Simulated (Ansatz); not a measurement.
**CH6FGeNO (SMILES [NH2][GeH]([OH])[CH2]F): density, localisation and related maps**

Input file:

```
crystal:
  periodic: [false, false, false]
  atoms:
    - {symbol: N, position_ang: [-0.934076, 1.377245, -0.130936]}
    - {symbol: Ge, position_ang: [-0.404882, -0.338632, -0.443684]}
    - {symbol: O, position_ang: [0.424695, -0.388209, -2.017956]}
    - {symbol: C, position_ang: [0.857703, -0.803363, 1.004825]}
    - {symbol: F, position_ang: [1.328810, 0.360272, 1.605193]}
    - {symbol: H, position_ang: [-0.617035, 1.768151, 0.743736]}
    - {symbol: H, position_ang: [-1.899826, 1.611125, -0.298170]}
    - {symbol: H, position_ang: [-1.547783, -1.358070, -0.586627]}
    - {symbol: H, position_ang: [0.772654, 0.479890, -2.238568]}
    - {symbol: H, position_ang: [1.712778, -1.356043, 0.607315]}
    - {symbol: H, position_ang: [0.372261, -1.409266, 1.775472]}
basis:
  gaussian: {orbitals: def2-TZVPP}
hamiltonian: {xc: pbe0, dispersion: d4}
output: {orbitals: {seedname: orbitals}}
```

Launched as:

```sh
ansatz run in.yaml --threads 4 --pin off --events-out ev --progress --plain --max-ram 10444MiB
```

Geometry: PBE0-D4/def2-TZVP.

All numbers below come from Ansatz, RKS PBE0-D4/def2-TZVPP.

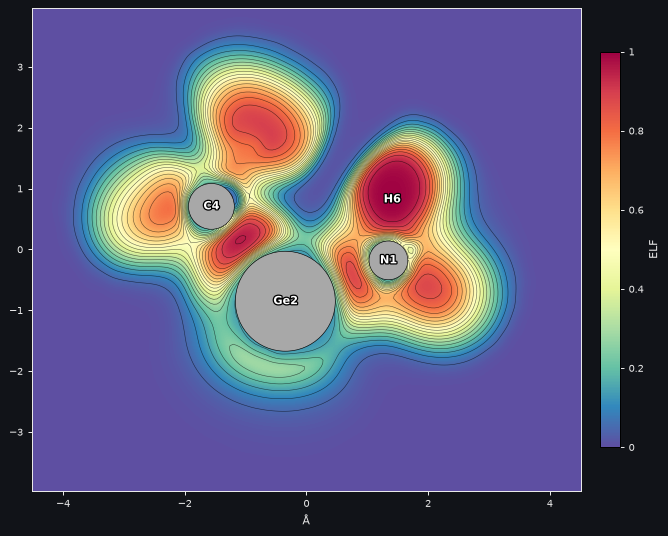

Figure 1. Electron localisation function on the plane of atoms N1, Ge2 and C4. Grey discs cover the atomic cores.

> What does the map show?

- The section cuts through N, Ge, C and H sites.
- Ge–N (1.82 Å): the ELF peaks at about 0.90 in the valence shell of N, 0.6 Å from its nucleus, and is about 0.45 at the midpoint.
- C–Ge (1.98 Å): the ELF peaks at about 0.95 in the valence shell of C, 0.7 Å from its nucleus, and is about 0.75 at the midpoint.
- N–H (1.01 Å): the ELF climbs to about 1 towards the hydrogen, as it does in any bond to H (a covalent bond by its length).
- The ELF also peaks beside F5, away from the bonds: lone-pair regions.

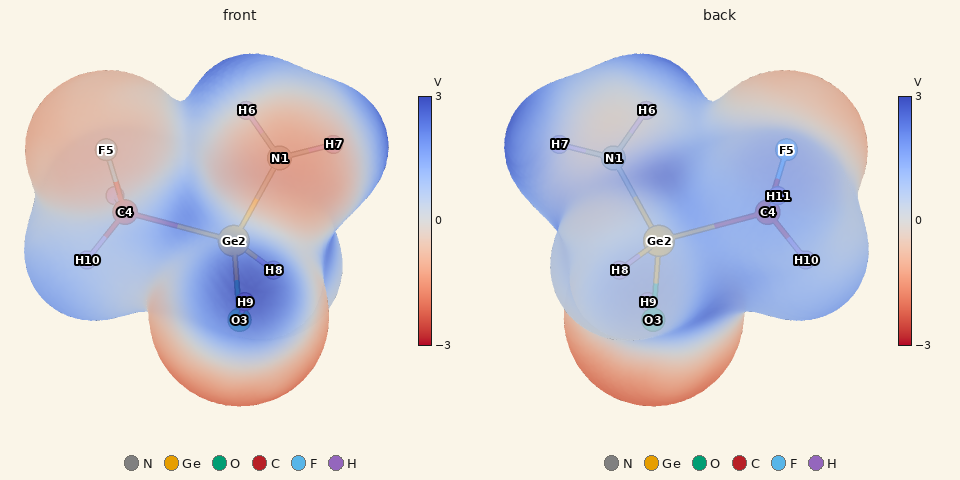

Figure 2. The molecular electrostatic potential painted on the density surface at 0.004 e/bohr³, seen from the front and from behind; the colour scale runs from red (negative) to blue (positive).

> Describe the electrostatic potential map.

The most negative region (about −1.9 V, or −44 kcal/mol for a unit charge) lies over O3, the most positive (about +2.8 V, or +65 kcal/mol for a unit charge) over H9. O3 is the likeliest acceptor of a hydrogen bond.

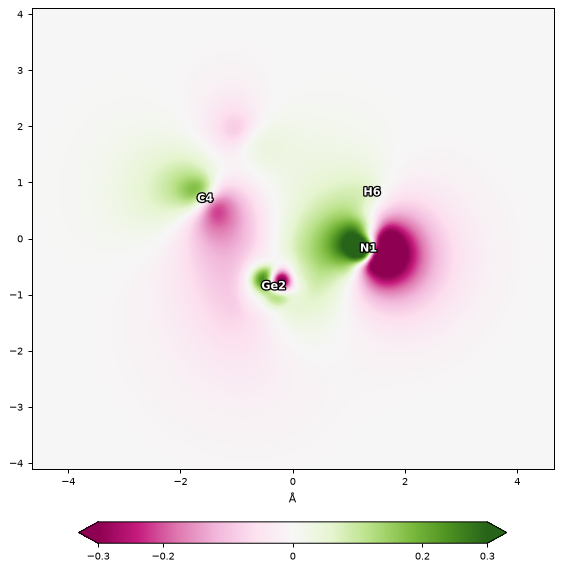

Figure 3. The HOMO on the plane of atoms N1, Ge2 and C4 (values in Å⁻³ᐟ²; the overall sign is arbitrary).

> What is the character of this orbital?

By Hirshfeld shares it lies mainly on N1 (about 65 %) and Ge2 (about 10 %); largely a lone pair of N1. Its energy is −7.61 eV.
